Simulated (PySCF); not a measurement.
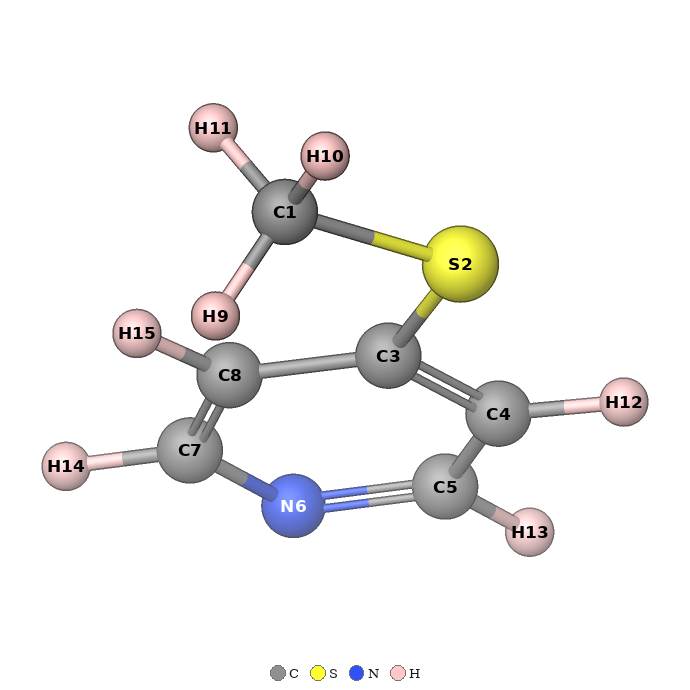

Distant atoms are faded towards the background colour. The computed structure is the end point of a PBE0-D3(BJ)/def2-TZVP optimisation. No frequency run is at hand to confirm it as a minimum.

### How is the 6-membered ring C3–C4–C5–N6–C7–C8 puckered?

It is planar. The Cremer–Pople amplitude Q is 0.00 Å.

### Give the torsion angles round the ring, beginning with the bond from its second to its third atom.

0°, 0°, 0°, 0°, 0°, 0°.
